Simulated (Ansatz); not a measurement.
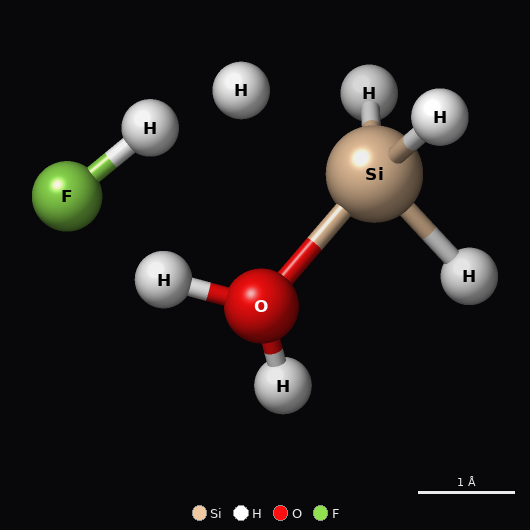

The picture shows the input geometry.

Ansatz 0.2.0 input:

```yaml
crystal:
  periodic: [false, false, false]
  atoms:
    - {symbol: Si, position_ang: [-0.922319, 0.285613, 0.343193]}
    - {symbol: H, position_ang: [0.005432, -1.124835, 0.711120]}
    - {symbol: H, position_ang: [-1.867797, -0.623020, -0.354756]}
    - {symbol: H, position_ang: [-1.404893, 1.640325, -0.135684]}
    - {symbol: H, position_ang: [-1.094487, 0.409786, 1.812169]}
    - {symbol: H, position_ang: [1.336559, -0.071518, -0.606934]}
    - {symbol: O, position_ang: [0.673830, 0.734557, -0.426380]}
    - {symbol: H, position_ang: [0.855630, -1.375315, 0.191160]}
    - {symbol: F, position_ang: [1.769202, -1.326747, -0.466156]}
    - {symbol: H, position_ang: [0.648945, 1.451152, -1.067834]}
basis:
  gaussian: {orbitals: def2-TZVP}
hamiltonian: {xc: pbe0, dispersion: d4}
phonons: {temperatures: {t_min: 298.15, t_max: 900, t_step: 200}}
```

Result (its end):

```
mean field -12748.43981808 eV, -468.4965221116 hartree, gradient 1.8e-6 eV, S^2 0.000000; 0 other end points of the search recorded, 0 dependent functions left out
the calculation of the forces begins
reference -12748.43984501 eV, -468.4965231014 hartree; 19, 19 occupied and 122, 122 virtual orbitals, 883 factors
WARN: phonons: modes at or below zero, which the zero-point energy, F, S and C_V leave out: 1, the lowest at -907.75 cm⁻¹. A minimum has none, and a first-order saddle one
Total energy: -12748.55059251 eV, -468.5005929968 hartree
Atom 0 at    -0.922319     0.285613     0.343193 Å, force     0.000458    -0.000065     0.000012 eV/Å
Atom 1 at     0.005432    -1.124835     0.711120 Å, force     0.000202    -0.000481    -0.000157 eV/Å
Atom 2 at    -1.867797    -0.623020    -0.354756 Å, force    -0.000075     0.000040    -0.000048 eV/Å
Atom 3 at    -1.404893     1.640325    -0.135684 Å, force     0.000059     0.000185    -0.000076 eV/Å
Atom 4 at    -1.094487     0.409786     1.812169 Å, force    -0.000022     0.000027     0.000029 eV/Å
Atom 5 at     1.336559    -0.071518    -0.606934 Å, force    -0.000300     0.000423     0.000097 eV/Å
Atom 6 at     0.673830     0.734557    -0.426380 Å, force    -0.000021    -0.000858     0.000238 eV/Å
Atom 7 at     0.855630    -1.375315     0.191160 Å, force     0.000160     0.000227    -0.000041 eV/Å
Atom 8 at     1.769202    -1.326747    -0.466156 Å, force    -0.000476     0.000247     0.000300 eV/Å
Atom 9 at     0.648945     1.451152    -1.067834 Å, force     0.000015     0.000255    -0.000354 eV/Å
Dipole moment:     0.034458     0.449695    -0.265440 e Å
Vibrations: -907.75 123.04 250.38 353.54 405.17 537.30 586.22 820.76 833.27 858.69 1012.61 1033.72 1072.35 1087.39 1165.93 1196.36 1429.22 1799.51 1852.95 2050.86 2209.22 2233.33 2392.55 3862.91 cm⁻¹, zero-point energy 1.808140 eV
```
